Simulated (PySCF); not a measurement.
Al(OH)3(OH2), H5AlO4, singlet, PBE0/def2-SVP optimised geometry. Atoms within 1.6 Å of the plane z = 1.2 Å (x, y, z in Å): Al1 (-0.61, -0.02, 0.00), O2 (-1.53, 1.46, 0.00), O6 (1.10, -0.02, 0.00), H7 (1.62, 0.73, 0.28), O8 (-1.43, -0.41, 1.76), H9 (-1.92, -1.21, 1.49), H10 (-2.08, 0.32, 1.76).

Computed with PBE0/def2-TZVP (PySCF).

Map of the deformation density (molecule minus spherical neutral atoms) (e/bohr³) on the plane z = 1.2 Å:

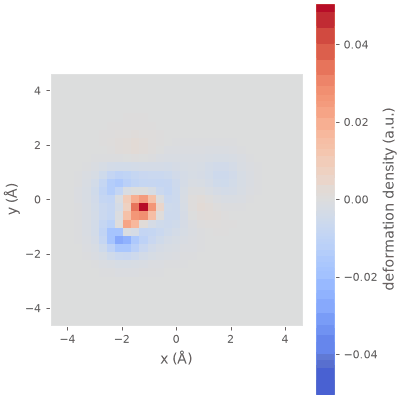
*Deformation density (molecule minus spherical neutral atoms) (e/bohr³) on the plane z = 1.2 Å.*
